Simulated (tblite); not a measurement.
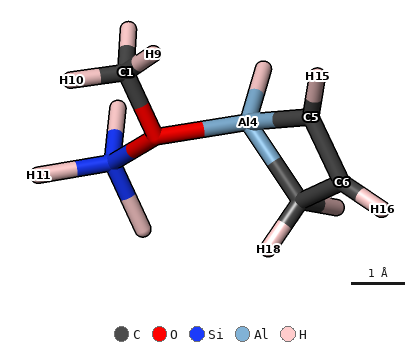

Figure 1. The input geometry (stick view, seen at a tilt; atoms are numbered from 1 in the order of the input). Sticks mark near contacts.

Geometry relaxation of C4H11AlOSi (part 1 of 2)

C4H11AlOSi, computed with GFN2-xTB geometry optimisation, gas phase (tblite 0.8.0).

It belongs to a series of runs on one base structure; here: ring closed by a new Al-C bond.

**Log**
```
step      E/eV     max force
  0    -569.79672    5.543
  1    -570.51632    2.314
  2    -570.91256    1.953
  3    -571.34375    1.805
  4    -571.54836    1.415
  5    -571.71137    0.858
  6    -571.79717    0.724
  7    -571.86498    0.659
  8    -571.90710    0.476
  9    -571.93869    0.454
 10    -571.96883    0.407
 11    -571.99081    0.396
 12    -572.00806    0.385
 13    -572.02401    0.333
 14    -572.04009    0.339
 15    -572.05430    0.265
 16    -572.06573    0.242
 17    -572.07555    0.230
 18    -572.08419    0.216
 19    -572.09099    0.206
 20    -572.09563    0.136
 21    -572.09840    0.125
 22    -572.10038    0.119
 23    -572.10234    0.115
 24    -572.10437    0.108
 25    -572.10647    0.106
 26    -572.10867    0.122
 27    -572.11103    0.113
 28    -572.11345    0.121
 29    -572.11545    0.094
 30    -572.11664    0.069
 31    -572.11738    0.084
 32    -572.11820    0.088
 33    -572.11949    0.093
 34    -572.12150    0.112
 35    -572.12408    0.114
 36    -572.12656    0.107
 37    -572.12838    0.100
 38    -572.12966    0.074
 39    -572.13069    0.080
 40    -572.13156    0.077
 41    -572.13234    0.080
 42    -572.13316    0.083
 43    -572.13404    0.068
 44    -572.13487    0.060
 45    -572.13562    0.058
 46    -572.13650    0.085
 47    -572.13783    0.101
 48    -572.13966    0.111
 49    -572.14165    0.121
 50    -572.14353    0.098
 51    -572.14551    0.097
 52    -572.14806    0.117
 53    -572.15131    0.118
 54    -572.15444    0.142
 55    -572.15672    0.131
 56    -572.15774    0.143
 57    -572.15988    0.100
 58    -572.16154    0.107
 59    -572.16427    0.102
 60    -572.16655    0.122
 61    -572.16886    0.152
 62    -572.17215    0.136
 63    -572.17548    0.133
 64    -572.17825    0.143
 65    -572.17893    0.180
 66    -572.18153    0.068
 67    -572.18220    0.046
 68    -572.18279    0.061
 69    -572.18327    0.071
 70    -572.18420    0.079
 71    -572.18530    0.085
 72    -572.18667    0.083
 73    -572.18820    0.092
 74    -572.18947    0.117
 75    -572.19169    0.114
 76    -572.19408    0.125
 77    -572.19844    0.136
 78    -572.20093    0.168
 79    -572.20476    0.174
 80    -572.20782    0.152
 81    -572.20968    0.205
 82    -572.21120    0.099
 83    -572.21199    0.063
 84    -572.21270    0.054
 85    -572.21317    0.058
 86    -572.21392    0.066
 87    -572.21473    0.070
 88    -572.21597    0.086
 89    -572.21750    0.096
 90    -572.21909    0.082
 91    -572.22019    0.058
 92    -572.22075    0.057
 93    -572.22107    0.057
 94    -572.22131    0.066
 95    -572.22167    0.052
 96    -572.22206    0.048
 97    -572.22241    0.045
 98    -572.22277    0.043
 99    -572.22323    0.044
100    -572.22378    0.046
101    -572.22430    0.046
102    -572.22472    0.038
103    -572.22504    0.036
104    -572.22528    0.031
105    -572.22550    0.028
106    -572.22573    0.028
107    -572.22592    0.029
108    -572.22608    0.030
109    -572.22625    0.029
110    -572.22643    0.023
111    -572.22660    0.028
112    -572.22673    0.025
113    -572.22685    0.025
114    -572.22700    0.035
115    -572.22725    0.040
116    -572.22758    0.045
117    -572.22790    0.040
118    -572.22816    0.038
119    -572.22841    0.040
120    -572.22870    0.038
121    -572.22904    0.034
122    -572.22939    0.038
123    -572.22972    0.043
124    -572.23002    0.044
125    -572.23031    0.038
126    -572.23058    0.027
127    -572.23079    0.023
128    -572.23091    0.021
129    -572.23098    0.021
130    -572.23104    0.019
131    -572.23114    0.020
132    -572.23128    0.023
133    -572.23146    0.028
134    -572.23164    0.029
135    -572.23180    0.029
136    -572.23195    0.025
137    -572.23205    0.021
138    -572.23212    0.014
139    -572.23216    0.012
140    -572.23219    0.013
141    -572.23223    0.013
142    -572.23226    0.015
143    -572.23229    0.017
144    -572.23232    0.015
145    -572.23236    0.016
146    -572.23243    0.021
147    -572.23250    0.023
148    -572.23259    0.019
149    -572.23267    0.020
150    -572.23275    0.019
151    -572.23284    0.020
152    -572.23292    0.022
153    -572.23299    0.024
154    -572.23306    0.021
155    -572.23313    0.024
156    -572.23319    0.025
157    -572.23323    0.012
158    -572.23326    0.013
159    -572.23329    0.013
160    -572.23331    0.017
161    -572.23333    0.015
162    -572.23336    0.012
163    -572.23338    0.010
164    -572.23340    0.010
```

**Trajectory as extended XYZ (Å, eV, eV/Å), 12 of the 165 frames kept, from step=0 to step=164**
```
18
Properties=species:S:1:pos:R:3:forces:R:3 step=0 energy=-569.79672
C     1.5638    1.4517    0.3476   -0.1370   1.1800   0.3190
O     0.8737    0.4906   -0.4400    2.0850  -0.8260   0.3850
Si    2.0140   -0.7634   -0.8536   -0.3850  -0.5580  -0.4000
Al   -0.4197   -0.3386    0.5960    0.4480   0.7810   2.8820
C    -2.0255    0.7459    0.7802   -1.1520   1.6280  -0.0860
C    -2.8300    0.0018   -0.0733    3.8160   1.5050   2.5910
C    -1.7720   -1.0303   -0.4047   -2.4860  -3.4860  -3.5210
H     2.0274    1.0390    1.2771   -0.4290   0.1320  -0.6750
H     0.8562    2.2602    0.6468    0.1880  -0.6580  -0.0820
H     2.3409    1.9532   -0.2518   -0.0790  -0.2920   0.1260
H     3.0816   -0.1869   -1.6753   -0.1700   0.3210   0.0990
H     1.3261   -1.7998   -1.6525   -0.0610   0.4700   0.2340
H     2.5895   -1.3661    0.3580   -0.1040   0.2290  -0.0410
H     0.0472   -1.1559    1.8986    0.6400   0.3190  -0.4300
H    -2.2017    1.6590    1.3498   -1.3770   0.2180  -0.1520
H    -3.8581    0.1160   -0.3772    0.2150  -0.2250   0.0400
H    -2.0840   -2.0376   -0.0512   -0.1990   0.0340  -0.8860
H    -1.5384   -1.0327   -1.4860   -0.8150  -0.7710  -0.4040
18
Properties=species:S:1:pos:R:3:forces:R:3 step=15 energy=-572.05430
C     1.6000    1.4666    0.3877   -0.0020  -0.0630  -0.0200
O     1.0734    0.3056   -0.2280    0.0240  -0.0040   0.0510
Si    2.1034   -0.8565   -0.8524   -0.1510   0.0780   0.0460
Al   -0.4876   -0.3678    0.7468    0.1160  -0.0900   0.0840
C    -1.9995    0.8849    0.8274   -0.0320   0.0540   0.0240
C    -2.6241    0.0233    0.0063   -0.0130   0.1050  -0.0390
C    -1.8220   -1.1435   -0.5258   -0.1490  -0.0380  -0.0160
H     2.0743    1.1916    1.3359   -0.0510   0.1380  -0.0730
H     0.7664    2.1501    0.5852    0.1700  -0.1090  -0.0300
H     2.3412    1.9321   -0.2700   -0.1350   0.0240   0.1110
H     3.0471   -0.0918   -1.6585    0.1000   0.0810  -0.0610
H     1.2061   -1.6856   -1.6338   -0.0120  -0.0110   0.0230
H     2.7356   -1.4555    0.3116    0.2010  -0.1720  -0.0110
H     0.3872   -1.0272    1.8934   -0.0600   0.0820  -0.0900
H    -2.5799    1.7125    1.2131    0.0410   0.1950   0.1460
H    -3.6544    0.1373   -0.3059   -0.1510  -0.0320  -0.0870
H    -2.3362   -2.0650   -0.2178    0.0850  -0.0310  -0.2130
H    -1.8399   -1.1049   -1.6268    0.0190  -0.2080   0.1570
18
Properties=species:S:1:pos:R:3:forces:R:3 step=30 energy=-572.11664
C     1.5994    1.4660    0.4029   -0.0100  -0.0170   0.0310
O     1.1335    0.2517   -0.1486   -0.0030  -0.0440   0.0110
Si    2.1555   -0.8596   -0.8577    0.0010  -0.0140  -0.0160
Al   -0.5206   -0.3921    0.7711   -0.0060   0.0000   0.0010
C    -2.0205    0.8937    0.8159   -0.0260   0.0100  -0.0460
C    -2.6598    0.0468   -0.0120    0.0180  -0.0230  -0.0010
C    -1.8757   -1.1563   -0.5023    0.0330  -0.0190  -0.0050
H     2.0939    1.2795    1.3567    0.0240   0.0080   0.0340
H     0.7326    2.1040    0.5792   -0.0130   0.0010   0.0050
H     2.2979    1.9634   -0.2724   -0.0440  -0.0450  -0.0280
H     3.0622   -0.0310   -1.6573   -0.0400   0.0000  -0.0280
H     1.1986   -1.6767   -1.5852    0.0430   0.0360  -0.0160
H     2.9223   -1.5876    0.1541    0.0020   0.0430   0.0050
H     0.3527   -0.9922    1.9278   -0.0110  -0.0270   0.0220
H    -2.5566    1.7559    1.2020    0.0260   0.0490   0.0120
H    -3.6870    0.1690   -0.3461    0.0030   0.0120  -0.0150
H    -2.4126   -2.0774   -0.2390    0.0300   0.0400  -0.0120
H    -1.8245   -1.1509   -1.6006   -0.0260  -0.0120   0.0440
18
Properties=species:S:1:pos:R:3:forces:R:3 step=45 energy=-572.13562
C     1.5754    1.4237    0.4354    0.0020   0.0100   0.0040
O     1.1590    0.1625   -0.0481   -0.0580  -0.0040   0.0030
Si    2.1863   -0.8502   -0.8842    0.0050   0.0070  -0.0150
Al   -0.5392   -0.4171    0.8208   -0.0090   0.0480  -0.0080
C    -1.9925    0.9308    0.7794    0.0360   0.0130  -0.0230
C    -2.6385    0.0758   -0.0347    0.0160   0.0190  -0.0120
C    -1.8744   -1.1592   -0.4767   -0.0270  -0.0090   0.0070
H     2.1346    1.3195    1.3656   -0.0040  -0.0500   0.0250
H     0.6761    2.0113    0.6258   -0.0020   0.0160   0.0420
H     2.2019    1.9284   -0.2998   -0.0150   0.0250  -0.0350
H     2.9739    0.0534   -1.7237    0.0150   0.0390  -0.0260
H     1.2554   -1.6780   -1.6272   -0.0140  -0.0390   0.0330
H     3.0586   -1.5413    0.0627    0.0030  -0.0060   0.0110
H     0.2231   -1.0541    2.0293    0.0410  -0.0080   0.0090
H    -2.5041    1.8295    1.1184    0.0190  -0.0280   0.0110
H    -3.6540    0.2216   -0.3957    0.0220  -0.0060  -0.0350
H    -2.4301   -2.0583   -0.1863   -0.0290  -0.0190   0.0020
H    -1.8202   -1.1920   -1.5726   -0.0010  -0.0090   0.0080
18
Properties=species:S:1:pos:R:3:forces:R:3 step=60 energy=-572.16655
C     1.5049    1.3266    0.5206   -0.0480   0.0280   0.0020
O     1.0920    0.0811   -0.0086    0.1010  -0.0020   0.0680
Si    2.1727   -0.7783   -0.9398   -0.0140  -0.0680  -0.0110
Al   -0.5667   -0.4938    0.9007    0.1020   0.0150   0.0180
C    -1.8838    0.9742    0.6953    0.0100   0.0120  -0.0120
C    -2.5378    0.1471   -0.1406   -0.0240   0.0190  -0.0470
C    -1.8990   -1.2009   -0.4172    0.0240  -0.0250   0.0700
H     2.2487    1.1907    1.3084   -0.0230   0.0010  -0.0720
H     0.6166    1.8060    0.9390    0.0330  -0.0050   0.0470
H     1.9152    1.9491   -0.2766    0.0230   0.0400   0.0820
H     2.6959    0.2406   -1.8523    0.0180  -0.0600  -0.0670
H     1.3357   -1.8103   -1.5188   -0.0300   0.0250  -0.0170
H     3.2400   -1.2997   -0.0841   -0.0010   0.0490   0.0060
H     0.2082   -1.0982    2.1224   -0.0230   0.0180  -0.0150
H    -2.3106    1.9487    0.9235   -0.0330  -0.0300   0.0180
H    -3.4758    0.3846   -0.6318   -0.0550   0.0280  -0.0520
H    -2.5642   -1.9931   -0.0557   -0.0400  -0.0560  -0.0170
H    -1.8008   -1.3679   -1.4962   -0.0190   0.0120  -0.0010
18
Properties=species:S:1:pos:R:3:forces:R:3 step=75 energy=-572.19169
C     1.5062    1.2768    0.6295    0.0520   0.0040  -0.0020
O     1.1069    0.0616    0.0353    0.0440  -0.0580  -0.0540
Si    2.1506   -0.7355   -0.9881    0.0090   0.0200  -0.0310
Al   -0.5853   -0.5012    0.9163    0.0070  -0.0260   0.0440
C    -1.8438    0.9950    0.6153   -0.0480   0.0020  -0.0750
C    -2.4845    0.1683   -0.2332   -0.0360   0.0000  -0.0160
C    -1.9220   -1.2373   -0.3829   -0.0180   0.0830  -0.0460
H     2.3966    1.1362    1.2397    0.0860  -0.0040   0.0050
H     0.6857    1.6104    1.2652   -0.0770   0.0260   0.0660
H     1.6983    2.0290   -0.1355    0.0230   0.0260  -0.0120
H     2.4911    0.1977   -2.0676   -0.0300   0.0080   0.0760
H     1.3355   -1.8583   -1.3961   -0.0420  -0.0700  -0.0150
H     3.3454   -1.0757   -0.2117   -0.0140   0.0230  -0.0150
H     0.1551   -1.0557    2.1660    0.0480  -0.0220   0.0860
H    -2.2409    1.9949    0.7722    0.0090   0.0210   0.0030
H    -3.3569    0.4609   -0.8125   -0.0360  -0.1080  -0.0070
H    -2.6434   -1.9636    0.0191    0.0550   0.0530  -0.0300
H    -1.8034   -1.4973   -1.4426   -0.0310   0.0210   0.0230
18
Properties=species:S:1:pos:R:3:forces:R:3 step=89 energy=-572.21750
C     1.5818    1.2258    0.7323   -0.0100   0.0810  -0.0100
O     1.1402    0.0410    0.1059    0.0430   0.0350  -0.0070
Si    2.0962   -0.7259   -1.0201    0.0120  -0.0040   0.0020
Al   -0.5953   -0.4306    0.9089   -0.0670  -0.0040  -0.0070
C    -1.8649    1.0410    0.4927    0.0110  -0.0220   0.0260
C    -2.4980    0.1578   -0.3019    0.0100   0.0100  -0.0040
C    -1.8913   -1.2304   -0.4046    0.0270   0.0490   0.0210
H     2.5825    1.1027    1.1484   -0.0300  -0.0520   0.0400
H     0.8693    1.4610    1.5293    0.0400  -0.0580   0.0090
H     1.5945    2.0562    0.0241   -0.0150  -0.0250  -0.0460
H     2.2602    0.2025   -2.1397   -0.0090   0.0090   0.0030
H     1.3128   -1.9157   -1.2893    0.0150   0.0080  -0.0140
H     3.3878   -0.9579   -0.3664   -0.0250  -0.0060  -0.0160
H     0.0706   -0.9520    2.2313   -0.0210   0.0380  -0.0110
H    -2.2839    2.0372    0.6239    0.0100  -0.0370  -0.0270
H    -3.3966    0.3752   -0.8746    0.0060  -0.0020  -0.0010
H    -2.5875   -1.9517    0.0450    0.0070  -0.0240  -0.0560
H    -1.7872   -1.5300   -1.4569   -0.0070   0.0040   0.0960
```
